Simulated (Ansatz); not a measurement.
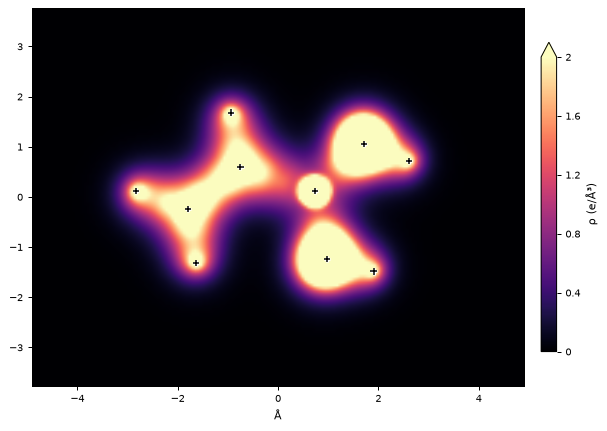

The total electron density on a plane through atoms (crosses mark nuclei in the plane).

Method: Ansatz, isolated molecule in a Gaussian basis; Kohn-Sham density functional theory, functional PBE0.

Candidates:
A. C$_{2}$H$_{10}$AlGeN
B. GaH$_{3}$O$_{2}$S
C. C$_{2}$H$_{5}$BO$_{2}$

### Which system is this?

Candidate C: C$_{2}$H$_{5}$BO$_{2}$ on the molecular plane, which holds C, B, O and H. C–C (1.34 Å): the density is about 2.3 e/Å³ at the midpoint. B–O (1.37 Å): ρ is about 2.1 e/Å³ halfway.
